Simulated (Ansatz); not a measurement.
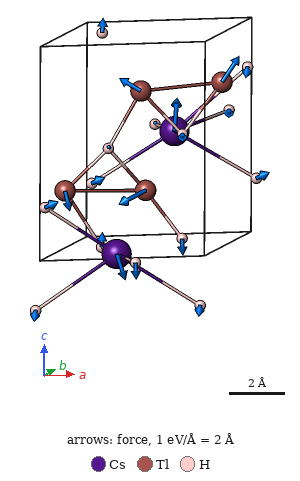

Starting geometry of solid CsTl2H3 (built on the CeAl2Cu3-65 type type) with the computed forces as blue arrows. The picture is a ball-and-stick view of the cell of the calculation, reduced to other axes, seen slightly off an axis. Lengths and directions refer to the drawn axes.

Case: shaken.

Theory: DFT, PBEsol, plane waves, PAW (Ansatz 0.2.0).

Input
```yaml
crystal:
  lattice:
    - [3.0806163942, -5.6765445581, 0.0402412368]
    - [3.0889310714, 5.6810868284, -0.0284925937]
    - [0.0148908901, -0.0475916847, 7.8865079974]
  atoms:
    - { symbol: Cs, position: [0.5186683727, 0.5385107949, -0.0196247452] }
    - { symbol: Tl, position: [0.036391263, 0.5278754213, 0.2734366244] }
    - { symbol: Tl, position: [0.5332693291, 0.0394628038, 0.245493436] }
    - { symbol: H, position: [0.2639657845, 0.7671700469, -0.0016850566] }
    - { symbol: H, position: [0.7750501577, 0.2781681563, -0.0312227234] }
    - { symbol: H, position: [0.049282343, 0.0142879849, 0.227299352] }
    - { symbol: Cs, position: [0.4805595953, 0.4616561691, 0.5176995049] }
    - { symbol: Tl, position: [-0.0558214064, 0.5213514414, 0.7471618817] }
    - { symbol: Tl, position: [0.481387465, -0.0080472649, 0.7307871999] }
    - { symbol: H, position: [0.2499471637, 0.7175482785, 0.5341173653] }
    - { symbol: H, position: [0.7986979399, 0.2682425831, 0.4791378943] }
    - { symbol: H, position: [-0.0334823383, -0.0311530371, 0.751677247] }
kpoints:
  mp_grid: { grid: [4, 4, 2] }
hamiltonian:
  xc: pbesol
scf:
  occupations: { method: fermi_dirac, width: 0.05 }
relax:
  f_tol: 0.01
  cell: {}
  max_steps: 120
output:
  write_density: true
  write_potential: true
  elf: true
  volumetric_format: npy
```

Is this structure relaxed? If not, where do the atoms go?

It isn't relaxed: the largest force vector, on Cs7, is 0.74 eV/Å. The final displacements follow the starting forces only in part (cosine between the two patterns 0.32). The energy falls by 328 meV per atom in 31 accepted moves (34 points after the start). Largest force component: 0.58 eV/Å at the start, 0.0047 eV/Å at the end. The pressure goes from 0.47 to 0.00 GPa. The line search rejected the trial step at point 19 of the run. At 2 points the geometry stayed and the basis and grid were re-selected for the new cell (energy shift of 1.0 meV per atom at most each time). H4 moves most relative to the cell: 2.27 Å along [−1 1 1]. Largest moves by element: H 2.27 Å, Tl 1.31 Å, Cs 1.24 Å. The volume changes by −0.1 %, with a 6.170 → 6.716 Å (+8.9 %), b 6.459 → 5.380 Å (−16.7 %), c 7.887 → 8.327 Å (+5.6 %), α 89.3° → 89.1°, β 89.8° → 88.8°, γ 61.6° → 66.6°. Near-neighbour distances that change, for instance: Cs1–H11 5.565 → 3.140 Å, Cs1–H6 3.686 → 5.947 Å, H4–Cs7 5.461 → 3.266 Å, Cs1–H4 2.748 → 4.851 Å. New bonds form: Cs1–H11 (5.57 → 3.14 Å), Cs1–H4 (another periodic image) (4.32 → 3.16 Å), Cs1–H5 (4.14 → 3.28 Å), Cs7–H10 (4.30 → 3.29 Å). Bonds break: Cs1–H4 (2.75 → 4.85 Å). Among the angles between lasting bonds that change: H5–Cs1–H12 87.9° → 102.1°. The space group stays P1 (No. 1).
